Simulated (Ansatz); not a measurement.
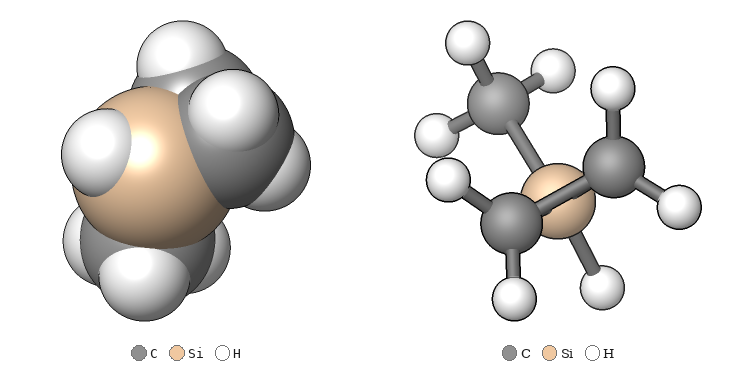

Both panels show the same species.

The geometry was computed by an optimisation with PBE0-D4/def2-TZVP.

Give the formula.

C₃H₈Si, 12 atoms: 3 carbon, 8 hydrogen and 1 silicon.

Does it have rings?

Independent rings (smallest set): 1 of 3 members.

How many bonds of each kind are drawn?

7 C–H, 3 C–Si, 1 C–C, 1 Si–H.

More results for the same structure follow; atom numbers are the same in all pictures, views and colours differ.

## Symmetry

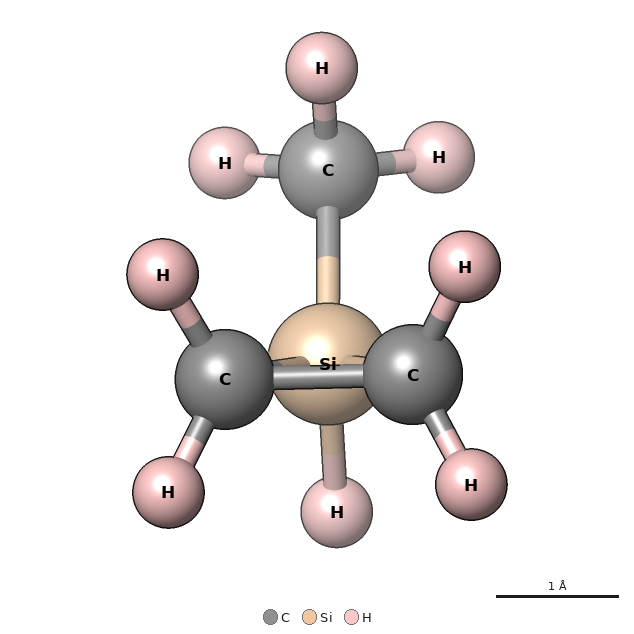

Distant atoms are faded towards the background colour. Masses are those of the most abundant isotopes; constants are for the rigid equilibrium geometry.

What kind of rotor is it, and what are its rotational constants in GHz?

An asymmetric top (Cs): A = 12.0, B = 3.97, C = 3.90 GHz. Ray's parameter κ is −0.98, close to the prolate limit.

## Thermal motion

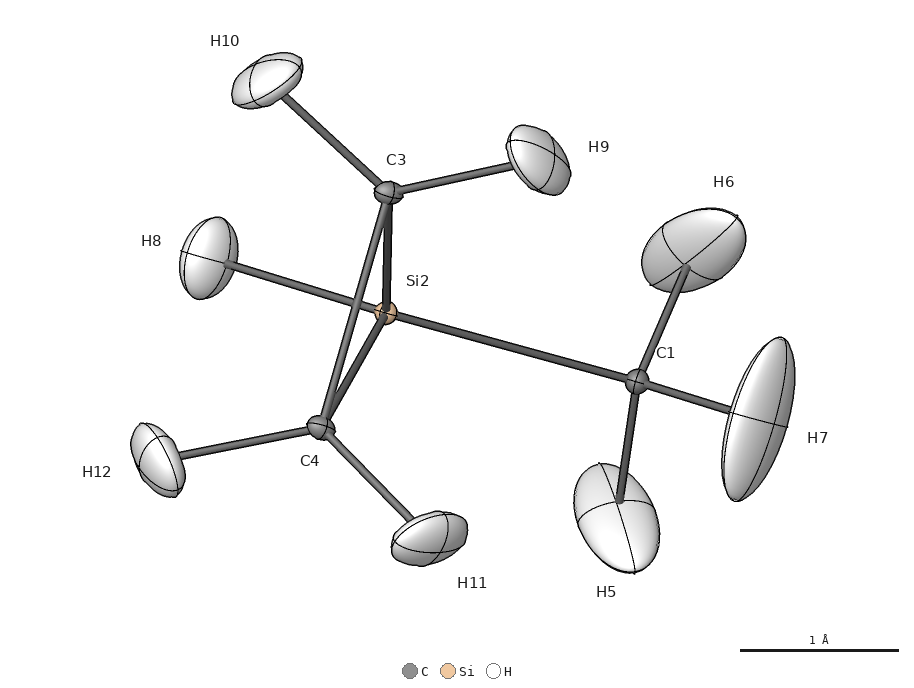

Displacement ellipsoids at the 50 % level, from the internal vibrations of the free molecule (harmonic, no overall translation or rotation; no half-axis is drawn under 0.075 Å). Vibrations computed with RKS PBE0-D4/def2-TZVP (Ansatz 0.2.0). Temperature: 298 K.

List U_eq and the three principal root-mean-square amplitudes for each kind of atom.

| atom | U_eq (Å²) | rms amplitudes (Å) |
| --- | --- | --- |
| C1 | 0.0027 | 0.034, 0.051, 0.065 |
| Si2 | 0.0014 | 0.021, 0.041, 0.046 |
| C3, C4 | 0.0022 | 0.034, 0.038, 0.064 |
| H5, H6 | 0.0535 | 0.087, 0.162, 0.356 |
| H7 | 0.0541 | 0.081, 0.188, 0.347 |
| H8 | 0.0206 | 0.096, 0.150, 0.173 |
| H9, H11 | 0.0215 | 0.081, 0.137, 0.198 |
| H10, H12 | 0.0200 | 0.086, 0.148, 0.175 |

## Levels of theory compared

Program: Ansatz 0.2.0.

Tabulate dipole (D) at these levels: B3LYP-D4/def2-TZVPP; PBE-D4/def2-TZVPP; PBE0-D4/def2-TZVP; r2SCAN-D4/def2-TZVPP; ωB97M-V/def2-TZVPP.

```
               level  dipole (D)
 B3LYP-D4/def2-TZVPP        0.85
   PBE-D4/def2-TZVPP        0.80
   PBE0-D4/def2-TZVP        0.84
r2SCAN-D4/def2-TZVPP        0.83
  ωB97M-V/def2-TZVPP        0.89
```

## Charges

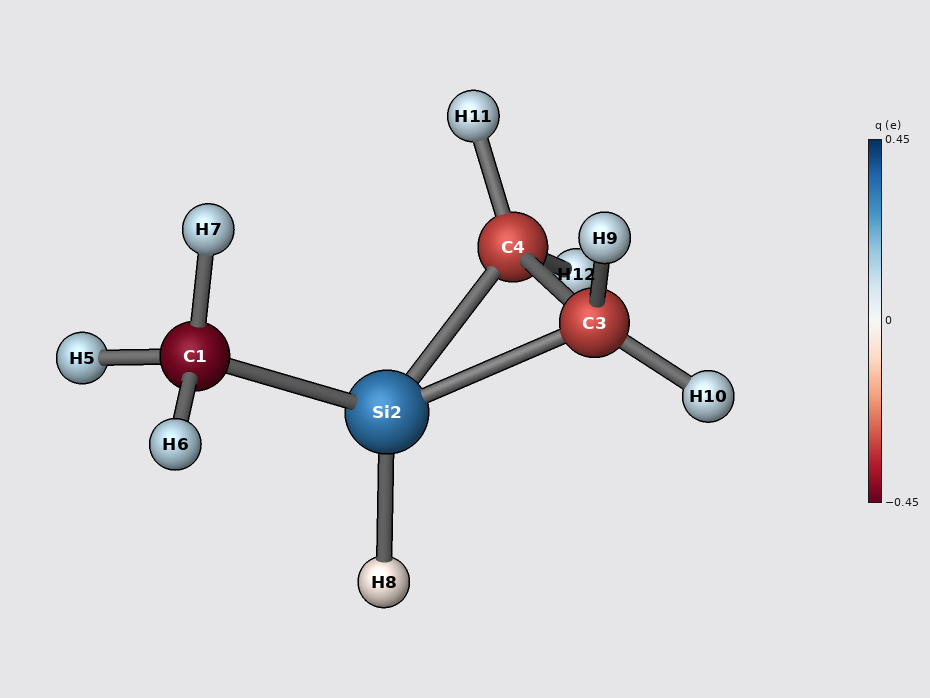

Atoms are coloured by their Mulliken charges. Properties computed with RKS ωB97M-V/def2-TZVPP (Ansatz 0.2.0).

Which atom carries the highest charge (most positive or least negative)?

Si2 (0.32 e).

And the lowest?

C1 (−0.42 e).

Give the Mulliken charges atom by atom.

```csv
atom,value (e)
C1,−0.42
Si2,0.32
C3,−0.30
C4,−0.30
H5,0.12
H6,0.12
H7,0.11
H8,−0.04
H9,0.10
H10,0.10
H11,0.10
H12,0.10
```

## Vibrations

Harmonic vibrations computed with RKS PBE0-D4/def2-TZVP (Ansatz 0.2.0) at a stationary point of the same level.

List the wavenumbers.

30 modes: 143, 195, 198, 480, 604, 633, 696, 730, 736, 762, 814, 870, 912, 956, 1014, 1020, 1195, 1278, 1416, 1431, 1446, 1453, 2247, 3053, 3129, 3132, 3137, 3142, 3200, 3216 cm⁻¹.

Mulliken values depend strongly on the basis set and can even reverse the polarity of a bond.
